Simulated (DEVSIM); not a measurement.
System: Ru/SiO2/p-Ge capacitor, at 400 K.

| layer (left to right) | material | thickness (nm) | Na (cm⁻³) |
|---|---|---|---|
| 1 | SiO2 | 5.20 | - |
| 2 | Ge | 2800 | 4.6e16 |

Metal gate on the left, work function 4.7 eV. Fixed charge at the semiconductor interface 2e12 cm⁻² (in units of +e); no interface traps.

Constants are typed, rounded textbook-type inputs, not results; the design itself was drawn at random and stands for no fabricated device. Values at 300 K; Nc and Nv go as T^1.5, mobilities as T to minus their exponent, the gap by Varshni's rule with the affinity fixed.

```csv
parameter,SiO2,Ge
gap (eV),9,0.664
affinity (eV),0.9,4
permittivity,3.9,16
Nc (cm⁻³),-,1.04e19
Nv (cm⁻³),-,6e18
Varshni α (eV/K),-,0.000477
Varshni β (K),-,235
```

DEVSIM, 1D Poisson equation in equilibrium, Boltzmann statistics, complete ionisation; no quantum confinement or tunnelling. Metal contacts follow the ideal Schottky-Mott rule: no Fermi-level pinning, no interface dipoles.

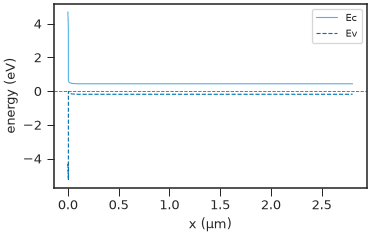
Fig. 1. Band edges at -0.9 V on the gate

Energies count from the Fermi level of the right contact; mesh points crowd at the junctions.

```json
[
 {"x (μm)": "0.000", "Ec (eV)": "4.700", "Ev (eV)": "-4.300", "n (cm⁻³)": "< 1e2", "p (cm⁻³)": "< 1e2", "field (V/cm)": "-1900000"},
 {"x (μm)": "0.001075", "Ec (eV)": "4.497", "Ev (eV)": "-4.503", "n (cm⁻³)": "< 1e2", "p (cm⁻³)": "< 1e2", "field (V/cm)": "-1900000"},
 {"x (μm)": "0.002600", "Ec (eV)": "4.208", "Ev (eV)": "-4.792", "n (cm⁻³)": "< 1e2", "p (cm⁻³)": "< 1e2", "field (V/cm)": "-1900000"},
 {"x (μm)": "0.004182", "Ec (eV)": "3.909", "Ev (eV)": "-5.091", "n (cm⁻³)": "< 1e2", "p (cm⁻³)": "< 1e2", "field (V/cm)": "-1900000"},
 {"x (μm)": "0.005561", "Ec (eV)": "0.608", "Ev (eV)": "-0.016", "n (cm⁻³)": "3.5e11", "p (cm⁻³)": "5.8e18", "field (V/cm)": "-210000"},
 {"x (μm)": "0.007246", "Ec (eV)": "0.580", "Ev (eV)": "-0.044", "n (cm⁻³)": "7.9e11", "p (cm⁻³)": "2.6e18", "field (V/cm)": "-140000"},
 {"x (μm)": "0.01080", "Ec (eV)": "0.544", "Ev (eV)": "-0.080", "n (cm⁻³)": "2.2e12", "p (cm⁻³)": "9.2e17", "field (V/cm)": "-76000"},
 {"x (μm)": "0.02209", "Ec (eV)": "0.494", "Ev (eV)": "-0.130", "n (cm⁻³)": "9.6e12", "p (cm⁻³)": "2.1e17", "field (V/cm)": "-27000"},
 {"x (μm)": "0.04206", "Ec (eV)": "0.462", "Ev (eV)": "-0.162", "n (cm⁻³)": "2.4e13", "p (cm⁻³)": "8.4e16", "field (V/cm)": "-9000"},
 {"x (μm)": "0.08691", "Ec (eV)": "0.445", "Ev (eV)": "-0.179", "n (cm⁻³)": "4.0e13", "p (cm⁻³)": "5.1e16", "field (V/cm)": "-1300"},
 {"x (μm)": "0.1786", "Ec (eV)": "0.441", "Ev (eV)": "-0.183", "n (cm⁻³)": "4.4e13", "p (cm⁻³)": "4.6e16", "field (V/cm)": "-36"},
 {"x (μm)": "0.4703", "Ec (eV)": "0.441", "Ev (eV)": "-0.183", "n (cm⁻³)": "4.4e13", "p (cm⁻³)": "4.6e16", "field (V/cm)": "≈ 0"},
 {"x (μm)": "0.9864", "Ec (eV)": "0.441", "Ev (eV)": "-0.183", "n (cm⁻³)": "4.4e13", "p (cm⁻³)": "4.6e16", "field (V/cm)": "≈ 0"},
 {"x (μm)": "1.841", "Ec (eV)": "0.441", "Ev (eV)": "-0.183", "n (cm⁻³)": "4.4e13", "p (cm⁻³)": "4.6e16", "field (V/cm)": "≈ 0"},
 {"x (μm)": "2.457", "Ec (eV)": "0.441", "Ev (eV)": "-0.183", "n (cm⁻³)": "4.4e13", "p (cm⁻³)": "4.6e16", "field (V/cm)": "≈ 0"},
 {"x (μm)": "2.640", "Ec (eV)": "0.441", "Ev (eV)": "-0.183", "n (cm⁻³)": "4.4e13", "p (cm⁻³)": "4.6e16", "field (V/cm)": "≈ 0"},
 {"x (μm)": "2.728", "Ec (eV)": "0.441", "Ev (eV)": "-0.183", "n (cm⁻³)": "4.4e13", "p (cm⁻³)": "4.6e16", "field (V/cm)": "≈ 0"},
 {"x (μm)": "2.769", "Ec (eV)": "0.441", "Ev (eV)": "-0.183", "n (cm⁻³)": "4.4e13", "p (cm⁻³)": "4.6e16", "field (V/cm)": "≈ 0"},
 {"x (μm)": "2.792", "Ec (eV)": "0.441", "Ev (eV)": "-0.183", "n (cm⁻³)": "4.4e13", "p (cm⁻³)": "4.6e16", "field (V/cm)": "≈ 0"},
 {"x (μm)": "2.800", "Ec (eV)": "0.441", "Ev (eV)": "-0.183", "n (cm⁻³)": "4.4e13", "p (cm⁻³)": "4.6e16", "field (V/cm)": "≈ 0"},
 {"x (μm)": "2.803", "Ec (eV)": "0.441", "Ev (eV)": "-0.183", "n (cm⁻³)": "4.4e13", "p (cm⁻³)": "4.6e16", "field (V/cm)": "≈ 0"},
 {"x (μm)": "2.805", "Ec (eV)": "0.441", "Ev (eV)": "-0.183", "n (cm⁻³)": "4.4e13", "p (cm⁻³)": "4.6e16", "field (V/cm)": "≈ 0"}
]
```
